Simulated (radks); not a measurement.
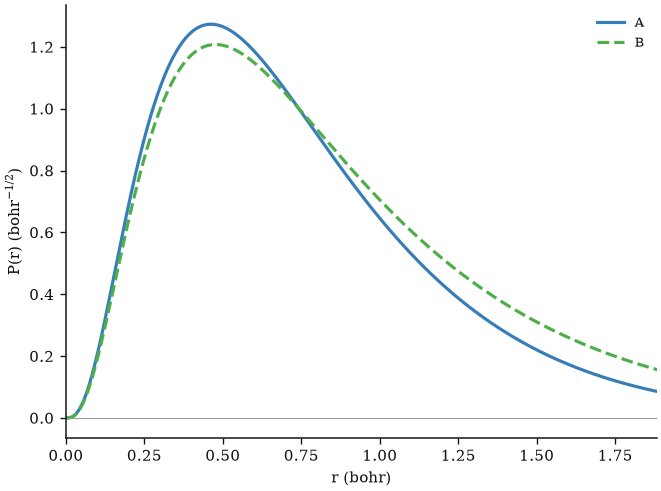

Two charge states of arsenic were computed: As³⁺ in [Ar] 3d10 4s2; As⁷⁺ in [Ar] 3d8 (high spin). Computed with the in-house radial solver radks: scalar-relativistic Kohn-Sham, PBE, spin-polarised, spherical densities, finite nucleus.

The plot shows P(r) = r R(r) of the 3d down orbital in both runs (large components where relativistic).

Which curve belongs to which run?

A is As⁷⁺ in [Ar] 3d8 (high spin) (⟨r⟩ = 0.613 bohr, eigenvalue −165.9 eV); B is As³⁺ in [Ar] 3d10 4s2 (⟨r⟩ = 0.672 bohr, eigenvalue −74.9 eV). Fewer electrons screen less, so the orbital shrinks.
